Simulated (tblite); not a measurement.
```xyz
22
charge 0, multiplicity 1
N     2.6818    0.7396   -0.3347
C     1.4450    0.0514    0.0144
C     0.5843    0.8433    1.0147
C    -0.5075    0.0026    1.6670
Ge   -1.6586   -0.8234    0.2583
N    -2.8999    0.2788   -0.5012
C    -0.3604   -1.3373   -1.1441
C     0.7001   -0.2499   -1.2897
H     2.4701    1.6317   -0.7708
H     3.2321    0.9272    0.4967
H     1.7385   -0.8983    0.4799
H     1.2410    1.2496    1.7937
H     0.1332    1.6959    0.4951
H    -1.0848    0.6204    2.3573
H    -0.0487   -0.7903    2.2572
H    -2.4886   -1.9629    0.8108
H    -2.5337    1.0315   -1.0676
H    -3.6004    0.6643    0.1160
H    -0.8567   -1.4971   -2.1014
H     0.1219   -2.2757   -0.8691
H     1.4444   -0.5545   -2.0301
H     0.2366    0.6724   -1.6532
```

Describe the molecule in this file.

Formula C5H14GeN2. As SMILES it reads `N[C@H]1C[CH2][Ge@@H]([NH2])[CH2]C1`. Among its groups: primary amine. Coordination, clear cases only: 1 N trigonal pyramidal; 5 C tetrahedral; 1 Ge tetrahedral.

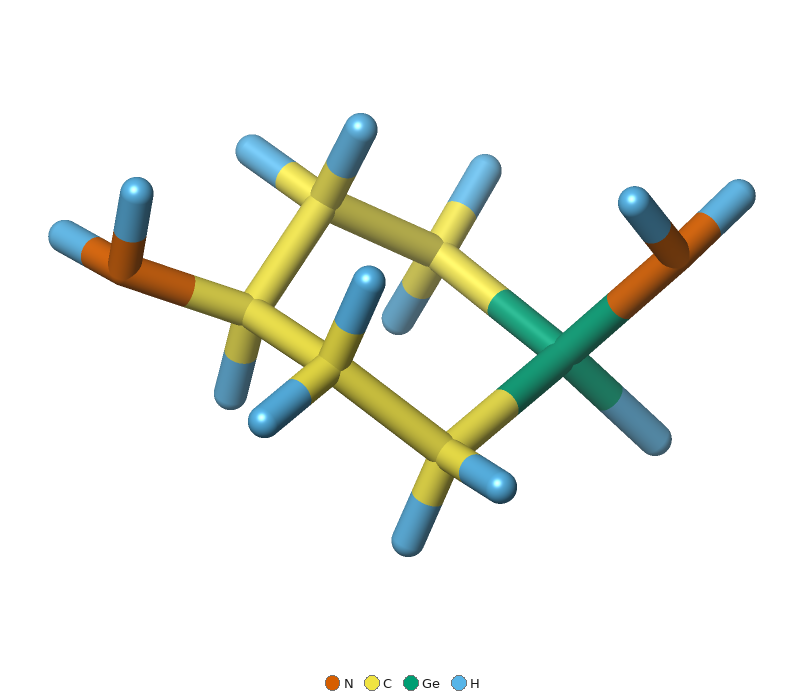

(Drawn from a calculation with tblite.)
